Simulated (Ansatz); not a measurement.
**SiH3F3: phonon calculation**

System: SiH3F3.
Method: RKS CAM-B3LYP-D4/cc-pVDZ (Ansatz 0.2.0).

It belongs to a series of runs on one base structure; here: vibrations at the highest image of the band.

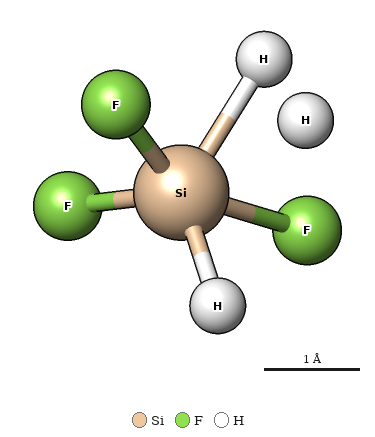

Figure 1. The input geometry (ball-and-stick view, seen at a tilt).

Results in brief:

- outcome: converged
- total energy: −16077.1085 eV
- mean-field energy: −16077.0325 eV
- largest force (length of the vector): 0.035 eV/Å
- hardware: 2 threads of Arm Neoverse V1, 24 GiB of memory available, shared host
- wall time: 43 s (CPU time 83 s)
- peak memory: 0.16 GiB

The input:
```yaml
crystal:
  periodic: [false, false, false]
  atoms:
    - { symbol: Si, position_ang: [-0.071234, 0.35503, -0.2308] }
    - { symbol: F, position_ang: [1.140515, -0.353966, 1.043141] }
    - { symbol: F, position_ang: [-1.182521, 0.236679, -1.435133] }
    - { symbol: F, position_ang: [-0.867401, 1.196353, 0.905478] }
    - { symbol: H, position_ang: [1.04046, 1.012843, -0.931278] }
    - { symbol: H, position_ang: [0.343324, -1.160392, 0.638505] }
    - { symbol: H, position_ang: [-0.403142, -1.286548, 0.010088] }
basis:
  gaussian: { orbitals: cc-pVDZ }
hamiltonian:
  xc: cam_b3lyp
  dispersion: d4
phonons: {}
```

Launched with:
```bash
ansatz run input.yaml --threads 2 --pin off --max-ram 3072MiB --backend cpu --events-out ev --progress --plain --runs-dir out
```

Log:
```
Engine: ansatz 0.2.0, aarch64-unknown-linux-gnu
Functional definition: CAM-B3LYP
  parameter alpha = 0.19
  parameter beta = 0.46
  parameter omega = 0.33/bohr
  parameter ac = 0.81
  exchange = (1 - alpha - beta)*b88_x + beta*b88_x_sr(omega) + alpha*exact_x + beta*exact_x_lr(omega)
  correlation = (1 - ac)*vwn5_c + ac*lyp_c
778 factors; integrals over basis functions are off by at most 4.5e-4 eV
228 factors; integrals over basis functions are off by at most 9.8e-7 eV
mean field evaluation 1: about -16073.3871 eV, gradient 4.8e1 eV
mean field evaluation 2: about -16070.9082 eV, gradient 6.5e1 eV
mean field evaluation 4: about -16077.0108 eV, gradient 1.6e0 eV
mean field evaluation 8: about -16077.0324 eV, gradient 3.3e-2 eV
mean field -16077.03237841 eV, -590.8200425026 hartree, gradient 1.3e-5 eV, S^2 0.000000; 0 other end points of the search recorded, 0 dependent functions left out
the calculation of the forces begins
reference -16077.03247144 eV, -590.8200459215 hartree; 22, 22 occupied and 53, 53 virtual orbitals, 778 factors
these checks for a lower state are left out or cut short: stability, starts, cluster_reference, orbital_swaps, neighbouring_geometries, increment
778 factors; integrals over basis functions are off by at most 4.5e-4 eV
228 factors; integrals over basis functions are off by at most 9.8e-7 eV
mean field evaluation 16: about -16077.0147 eV, gradient 1.8e-1 eV
mean field -16077.03228832 eV, -590.8200391919 hartree, gradient 1.9e-6 eV, S^2 0.000000; 0 other end points of the search recorded, 0 dependent functions left out
[... from here on the field's lines of each further geometry are left out, up to the last ...]
the calculation of the forces begins
reference -16077.03242668 eV, -590.8200442766 hartree; 22, 22 occupied and 53, 53 virtual orbitals, 778 factors
these checks for a lower state are left out or cut short: stability, starts, cluster_reference, orbital_swaps, neighbouring_geometries, increment
778 factors; integrals over basis functions are off by at most 4.5e-4 eV
228 factors; integrals over basis functions are off by at most 9.8e-7 eV
mean field -16077.03238290 eV, -590.8200426678 hartree, gradient 1.8e-6 eV, S^2 0.000000; 0 other end points of the search recorded, 0 dependent functions left out
the calculation of the forces begins
reference -16077.03247595 eV, -590.8200460870 hartree; 22, 22 occupied and 53, 53 virtual orbitals, 778 factors
WARN: phonons: modes at or below zero, which the zero-point energy, F, S and C_V leave out: 1, the lowest at -1116.76 cm⁻¹. A minimum has none, and a first-order saddle one
Total energy: -16077.10848400 eV, -590.8228393316 hartree
Atom 0 at    -0.071234     0.355030    -0.230800 Å, force     0.015804    -0.015604     0.016389 eV/Å
Atom 1 at     1.140515    -0.353966     1.043141 Å, force    -0.024559    -0.003648    -0.004126 eV/Å
Atom 2 at    -1.182521     0.236679    -1.435133 Å, force    -0.002220     0.001651     0.005887 eV/Å
Atom 3 at    -0.867401     1.196353     0.905478 Å, force     0.000779     0.006936    -0.004847 eV/Å
Atom 4 at     1.040460     1.012843    -0.931278 Å, force    -0.003670    -0.003198     0.000481 eV/Å
Atom 5 at     0.343324    -1.160392     0.638505 Å, force     0.026845     0.022066    -0.003179 eV/Å
Atom 6 at    -0.403142    -1.286548     0.010088 Å, force    -0.012978    -0.008205    -0.010604 eV/Å
Dipole moment:     0.222242    -0.293960    -0.075675 e Å
Vibrations: -1116.76 147.34 313.87 333.10 462.06 645.97 737.44 879.06 943.13 1009.02 1154.30 1178.88 1876.37 2150.37 2340.96 cm⁻¹, zero-point energy 0.878544 eV
```

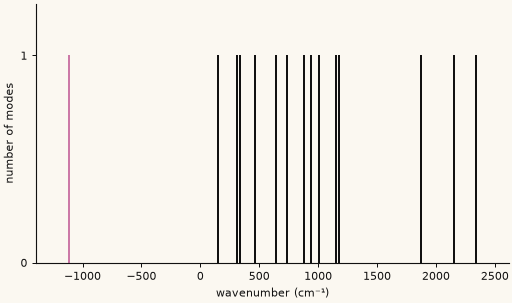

Figure 2. Harmonic vibrational wavenumbers from the force constants; neighbouring modes closer than 16 cm⁻¹ are counted in one stick, and imaginary ones are drawn at negative wavenumbers. 15 modes from 1117i to 2341 cm⁻¹, 1 imaginary beyond 8i (1117i cm⁻¹): a first-order saddle point, if the geometry is stationary.
